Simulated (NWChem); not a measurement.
**CH2FI (fluoroiodomethane) at 6 levels**

Wanted: a comparison of 6 runs (PBE0/def2-SVP, B2PLYP/def2-SVP, BHLYP/def2-SVP, CAM-B3LYP/def2-SVP, TPSS/def2-SVP, r2SCAN/def2-SVP) of CH2FI (fluoroiodomethane). 

Program for the calculation: NWChem 7.3.0.

### 1 The system as given

CH2FI: 5 atoms, total charge 0, spin state singlet. As SMILES, `FCI`. The coordinates come from a PBE0-D4/def2-TZVP relaxation.

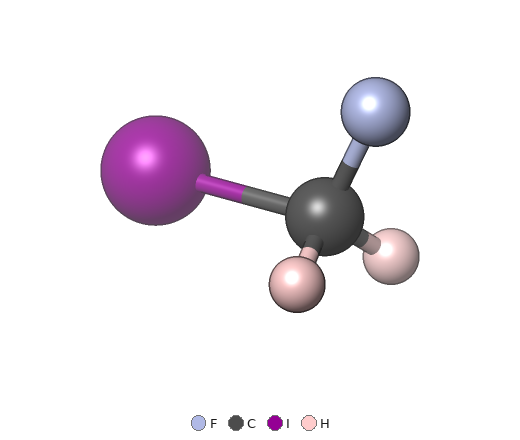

The structure, seen from a chosen angle (fluorine light blue, carbon dark grey, iodine purple, hydrogen pink).

### 2 Energy and forces at PBE0/def2-SVP (core potential) (run 1)

mymol.nw reads:

```
echo
start mymol
title "CH2FI"
memory total 2200 mb

geometry noautosym nocenter noautoz
   F        1.196300       0.710900      -0.175500
   C        0.160600      -0.114100       0.103400
   I       -1.632300       0.547900      -0.864200
   H        0.368100      -1.112000      -0.277200
   H       -0.042700      -0.106200       1.172200
end

basis spherical bse
   F library def2-SVP
   C library def2-SVP
   I library def2-SVP
   H library def2-SVP
end

ecp bse
   I library def2-SVP
end

dft
   xc pbe0
   grid xfine
   convergence energy 1e-08
   iterations 100
   mulliken
   print low
end

task dft gradient
```

Run with:

```sh
nwchem mymol.nw > mymol.out
```

Standard output:

```text
[...]
 d= 0,ls=0.0,diis     1   -436.5176626775 -5.56D+02  1.79D-02  6.07D-01     1.5
[...]
 d= 0,ls=0.0,diis     9   -436.5955511160 -3.01D-10  1.83D-07  1.13D-10    10.3
         Total DFT energy =     -436.595551116028
      One electron energy =     -948.064464121939
           Coulomb energy =      430.376938203503
    Exchange-Corr. energy =      -38.722535983476
 Nuclear repulsion energy =      119.814510785885
[...]
      Total Density - Mulliken Population Analysis
     ---------------------------------------------
    Atom       Charge   Shell Charges
 -----------   ------   -------------------------------------------------------
    1 F    9     9.23   1.99  1.13  0.80  3.34  1.97  0.01
    2 C    6     5.92   1.99  0.93  0.24  1.96  0.74  0.07
    3 I   25    25.05   0.22  1.83  1.33  0.59  3.12  2.93  2.62  2.36  9.80  0.25
    4 H    1     0.90   0.74  0.13  0.02
    5 H    1     0.90   0.74  0.13  0.02
[...]
                         DFT ENERGY GRADIENTS
    atom               coordinates                        gradient
                 x          y          z           x          y          z
   1 F       2.260679   1.343406  -0.331647    0.004593   0.003647  -0.001223
   2 C       0.303490  -0.215618   0.195398   -0.010173  -0.010527   0.004413
   3 I      -3.084600   1.035381  -1.633101    0.004179  -0.001156   0.001986
   4 H       0.695608  -2.101375  -0.523832   -0.000489   0.006922   0.001597
   5 H      -0.080691  -0.200689   2.215137    0.001889   0.001115  -0.006772
 Task  times  cpu:       13.6s     wall:       13.6s
 Total times  cpu:       13.6s     wall:       13.6s
```

Wall time 14 s (1 thread of AMD EPYC 9R14 (Zen 4), shared host); peak memory 0.13 GiB.

### 3 The energy at B2PLYP/def2-SVP (core potential) (run 2)

mol.nw reads:

```
echo
start mol
title "CH2FI"
memory 2200 mb

geometry units angstroms noautosym nocenter noautoz
   F     1.196300    0.710900   -0.175500
   C     0.160600   -0.114100    0.103400
   I    -1.632300    0.547900   -0.864200
   H     0.368100   -1.112000   -0.277200
   H    -0.042700   -0.106200    1.172200
end

basis spherical bse
   * library def2-SVP
end

ecp bse
   I library def2-SVP
end

dft
   xc hfexch 0.53 becke88 0.47 lyp 0.73 mp2 0.27
   dftmp2 semidirect
   grid xfine
   convergence energy 1e-08
   iterations 100
   mulliken
   print medium
end

mp2
   freeze core 6
end

task dft
```

Run with:

```sh
nwchem mol.nw > mol.out
```

Standard output:

```text
[...]
          Wavefunction type:  closed shell.
          No. of atoms     :     5
          No. of electrons :    42
[...]
          Charge           :     0
          Spin multiplicity:     1
[...]
          AO basis - number of functions:    64
[...]
              XC Information
              --------------
                     Hartree-Fock (Exact) Exchange  0.530
                    Becke 1988 Exchange Functional  0.470
              Lee-Yang-Parr Correlation Functional  0.730
[...]
 d= 0,ls=0.0,diis     1   -436.1060132584 -5.56D+02  1.38D-02  5.21D-01     1.5
[...]
 d= 0,ls=0.0,diis     9   -436.1757122438 -3.39D-09  1.32D-06  3.53D-09    10.1
         Total DFT energy =     -436.175712243813
      One electron energy =     -947.952105402297
           Coulomb energy =      430.281343872169
    Exchange-Corr. energy =      -38.319461499570
 Nuclear repulsion energy =      119.814510785885
[...]
      Total Density - Mulliken Population Analysis
     ---------------------------------------------
    Atom       Charge   Shell Charges
 -----------   ------   -------------------------------------------------------
    1 F    9     9.28   1.99  1.13  0.80  3.35  2.00  0.01
    2 C    6     5.84   1.99  0.92  0.22  1.93  0.71  0.07
    3 I   25    25.05   0.22  1.83  1.29  0.63  3.12  2.93  2.60  2.38  9.81  0.24
    4 H    1     0.92   0.75  0.14  0.02
    5 H    1     0.92   0.75  0.14  0.02
[...]
  Basis functions       =     64
[...]
```

Run time: 12 s. Hardware: 1 thread of AMD EPYC 9R14 (Zen 4), shared host; peak memory 0.17 GiB.

Runs 3 to 5 aren't shown in full; the table further down has their settings and results.

### 4 Energy and gradient at r2SCAN/def2-SVP (core potential) (run 6)

ch2fi.xyz reads:

```xyz
5

F      1.196300     0.710900    -0.175500
C      0.160600    -0.114100     0.103400
I     -1.632300     0.547900    -0.864200
H      0.368100    -1.112000    -0.277200
H     -0.042700    -0.106200     1.172200
```

run.py reads:

```python
from ase.io import read
from ase.calculators.nwchem import NWChem

molecule = read('ch2fi.xyz')

calc = NWChem(
    label='ch2fi',
    theory='dft',
    memory='2200 mb',
    basis='def2-SVP',
    basispar='spherical bse',
    dft={'xc': 'r2scan', 'mult': '1', 'grid': 'xfine', 'convergence': 'energy 1e-08', 'iterations': '100', 'mulliken': None},
    **{'ecp bse': {'I library': 'def2-SVP'}},
)
molecule.calc = calc

forces = molecule.get_forces()
e = molecule.get_potential_energy()
print(f"E = {e:.6f} eV")
print("forces (eV/A):")
for s, f in zip(molecule.symbols, forces):
    print(f"{s:2s} {f[0]:10.5f} {f[1]:10.5f} {f[2]:10.5f}")
print("dipole (e A):", molecule.get_dipole_moment().round(4))
```

Run with:

```sh
export ASE_NWCHEM_COMMAND="nwchem PREFIX.nwi > PREFIX.nwo"
python run.py
```

Standard output:

```text
E = -11885.178239 eV
forces (eV/A):
F     0.00406   -0.00170    0.00206
C     0.49941    0.29172   -0.06042
I    -0.42896    0.13457   -0.21494
H     0.03147   -0.38021   -0.10531
H    -0.10598   -0.04438    0.37862
dipole (e A): [ 0.0239 -0.2831  0.2033]
```

The calculator wrote ch2fi.nwi:

```
title "ch2fi"

permanent_dir ch2fi

scratch_dir ch2fi

start ch2fi

geometry units angstrom nocenter noautosym noautoz
  F  1.1962999999999999e+00 7.1089999999999998e-01 -1.7549999999999999e-01
  C  1.6059999999999999e-01 -1.1409999999999999e-01 1.0340000000000001e-01
  I  -1.6323000000000001e+00 5.4790000000000005e-01 -8.6419999999999997e-01
  H  3.6809999999999998e-01 -1.1120000000000001e+00 -2.7720000000000000e-01
  H  -4.2700000000000002e-02 -1.0620000000000000e-01 1.1721999999999999e+00
end

memory 2200 mb

basis spherical bse noprint
   * library def2-SVP
end

dft
  xc r2scan
  mult 1
  grid xfine
  convergence energy 1e-08
  iterations 100
  mulliken
end
ecp bse
  I library def2-SVP
end

task dft gradient
```

ch2fi.nwo:

```text
Northwest Computational Chemistry Package (NWChem) 7.3.0
             --------------------------------------------------------

           Job information
           ---------------

    nwchem branch   = 7.3.0
    use scalapack   = T
    input           = ch2fi.nwi
    prefix          = ch2fi.
    data base       = ch2fi/ch2fi.db
    status          = startup
    nproc           =        1

           Memory information
           ------------------

[... 5 lines left out ...]
    hardfail = no
[... 103 lines left out ...]
  convergence criterion.
[... 40 lines left out ...]
          Spatial weights used:  Erf1
[... 32 lines left out ...]
 1-e energy   =    -946.558648
[... 50 lines left out ...]
           Coulomb energy =      430.378454440845
[... 529 lines left out ...]
          Convergence on density requested:  1.00D-05
[... 26 lines left out ...]
          total energy or number of iterations.
[... 36 lines left out ...]
                 ----------------------------------------
                 |  Time  |  1-e(secs)   |  2-e(secs)   |
                 ----------------------------------------
                 |  CPU   |       0.02   |       2.01   |
                 ----------------------------------------
                 |  WALL  |       0.02   |       2.01   |
                 ----------------------------------------

 Task  times  cpu:       16.1s     wall:       16.1s
 Total times  cpu:       16.1s     wall:       16.1s
```

It took 17 s on 1 thread of AMD EPYC 9R14 (Zen 4), shared host; peak memory 0.13 GiB.

### 5 The series

```
run                                level      task  frozen core orbitals  energy (Eh)  largest force (eV/Å)  wall time
  1       PBE0/def2-SVP (core potential)  gradient                     –  -436.595551                 0.786       14 s
  2     B2PLYP/def2-SVP (core potential)    energy                     6  -436.321091                     –       12 s
  3      BHLYP/def2-SVP (core potential)  gradient                     –  -436.610749                 0.670       15 s
  4  CAM-B3LYP/def2-SVP (core potential)  gradient                     –  -436.679283                 0.628       23 s
  5       TPSS/def2-SVP (core potential)  gradient                     –  -436.630326                 0.714       18 s
  6     r2SCAN/def2-SVP (core potential)  gradient                     –  -436.772248                 0.582       17 s
```

### 6 What came out

```
                       quantity          value
            run 6: total energy  -436.77225 Eh
           run 6: dipole moment         1.68 D
             run 6: HOMO energy       -6.60 eV
             run 6: LUMO energy       -1.64 eV
           run 6: HOMO–LUMO gap        4.96 eV
run 6: largest force on an atom     0.582 eV/Å
```

Over runs 2, 3, 4, 5, 6 the dipole moment (its size) runs from 1.62 D (TPSS/def2-SVP) to 1.75 D (B2PLYP/def2-SVP). A double hybrid's value is that of its SCF part. Over runs 2, 3, 4, 5, 6 the HOMO–LUMO gap runs from 4.70 eV (TPSS/def2-SVP) to 9.00 eV (CAM-B3LYP/def2-SVP). Totals of different functionals can't be ranked against each other. All runs together took 99 s, the longest 23 s.
